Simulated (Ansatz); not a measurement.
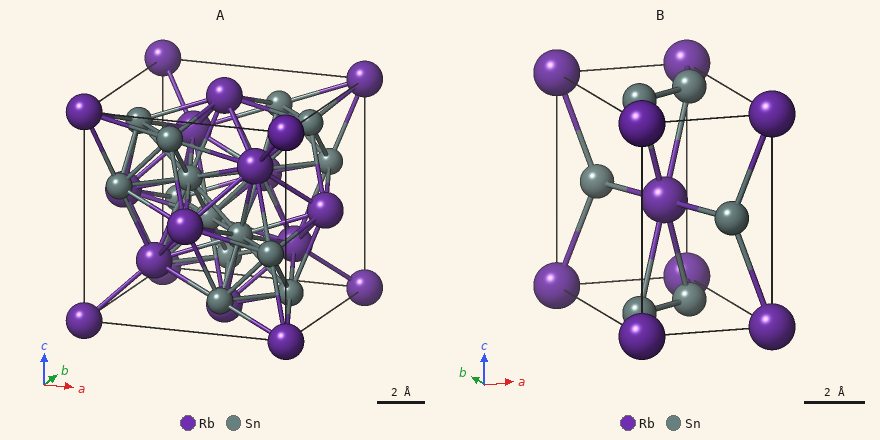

Two structures of RbSn$_{2}$, each relaxed to rest (conventional cells in solid outline, small ones repeated, not to one scale). Method: Ansatz, DFT PBE, scalar-relativistic, plane waves, PAW, without spin polarisation.

### What structure does each panel show?

A: cubic Laves phase (C15, MgCu₂ type), Fd-3m. B: 6 atoms a cell on a primitive orthorhombic lattice, Pnnm.

### Which structure wins energetically, and by what margin?

A is lower, by 279 meV/atom at this level of theory (energies at zero smearing). Volumes: A 33.9, B 49.1 Å³/atom.

One or both may be structure types tried for this composition rather than known phases.
